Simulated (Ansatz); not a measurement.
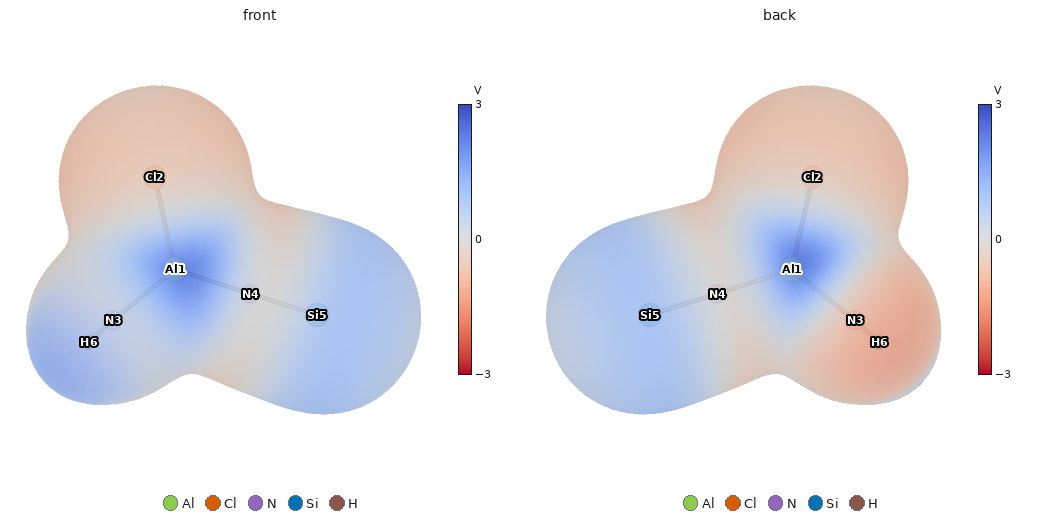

Figure 1: AlClHN2Si (doublet). The electrostatic potential painted on the density surface at 0.001 e/bohr³, seen from the front and from behind; the colour scale runs from red (negative) to blue (positive).

Geometry: B3LYP-D3(BJ)/def2-SVP.

All numbers below come from Ansatz, isolated molecule in a Gaussian basis; Kohn-Sham density functional theory, functional PBE0.

Input file:

```
crystal:
  periodic: [false, false, false]
  atoms:
    - {symbol: Al, position_ang: [-0.840788, -0.228228, -1.877995]}
    - {symbol: Cl, position_ang: [-1.529386, 0.850259, -3.552818]}
    - {symbol: N, position_ang: [-1.588394, 0.173023, -0.301853]}
    - {symbol: N, position_ang: [0.270100, -1.597141, -2.066459]}
    - {symbol: Si, position_ang: [1.250549, -2.823734, -2.250161]}
    - {symbol: H, position_ang: [-1.369979, 0.863860, 0.418865]}
basis:
  gaussian:
    orbitals: def2-TZVPD
total_charge: 0
magnetization:
  spin_polarized: true
  initial_magnetization: 1
hamiltonian:
  xc: {name: PBE0}
output: {forces: true, orbitals: {seedname: orbitals}}
```

Run with:

```sh
ansatz run input.yaml --threads 2 --pin off --max-ram 4350MiB --events-out events.jsonl --progress --plain --runs-dir runs
```

Q: Describe the electrostatic potential map.

A: The most negative region (about −1.2 V, or −28 kcal/mol for a unit charge) lies over N3, the most positive (about +2.1 V, or +48 kcal/mol for a unit charge) over Al1. N3 is the likeliest acceptor of a hydrogen bond.
